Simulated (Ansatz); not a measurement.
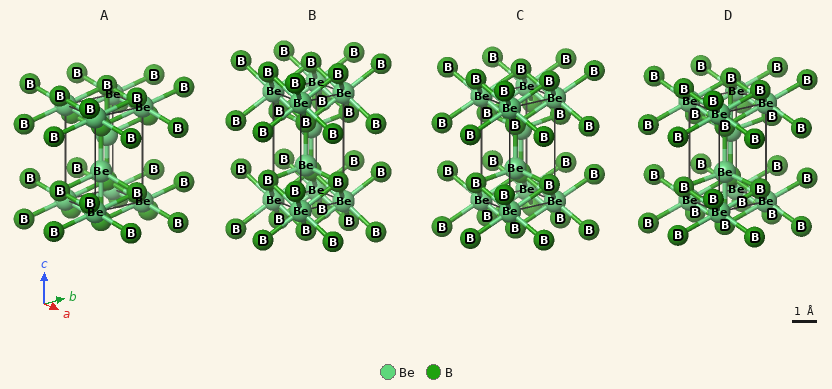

4 geometries from one relaxation of a crystal of Be$_{3}$B$_{2}$ (built on the A-type sesquioxide_164 type) (coarse preliminary run), in shuffled order. The picture is a ball-and-stick view of the cell of the calculation, seen slightly off an axis.

Case: A-type sesquioxide type (P-3m1, No. 164).

The calculation used Ansatz, DFT PBE, scalar-relativistic, plane waves, PAW. Set-up: plane-wave cutoff 420 eV; k-point mesh 6 × 6 × 4; occupations gaussian; smearing width 0.1 eV; no spin polarisation; cell and atoms relaxed; force threshold 0.04 eV/Å; at most 70 steps.

Put them in the order of the run, from the start to the converged end.

B, C, D, A. They are steps 0, 1, 2, 9, at +341 meV per atom, +160 meV per atom, +31.7 meV per atom relative to the last. The largest moves relative to the cell, 0.29 Å, are those of B atoms. By element the largest moves are B 0.29 Å, Be 0.02 Å. Cell: a = b 2.959 → 3.254 Å (+10.0 %), c 4.604 → 4.035 Å (−12.4 %). Volume +6.0 %. Near-neighbour distances that change, for instance: B–Be 2.762 → 2.108 Å, B–B 2.830 → 2.342 Å, B–Be 1.782 → 2.008 Å, B–Be 1.841 → 1.926 Å. New bonds form: B–Be (2.76 → 2.11 Å). Bond angles that change, for instance: B–Be–B 92.6° → 108.5°, B–Be–B 87.4° → 71.5°, B–Be–B 106.5° → 110.7°. The space group stays P-3m1 (No. 164). The energy falls by 341 meV per atom in 7 accepted moves (9 points after the start). The largest force component goes from 1.7 to 0.00069 eV/Å. Pressure: 31.83 GPa at the start and 0.01 GPa at the end. At 2 points the geometry stayed and the basis and grid were re-selected for the new cell (energy shift of 2.1 meV per atom at most each time). Cost: 10 s on 1 thread of Arm Neoverse V1, with other jobs on the host, peak memory 0.28 GiB.
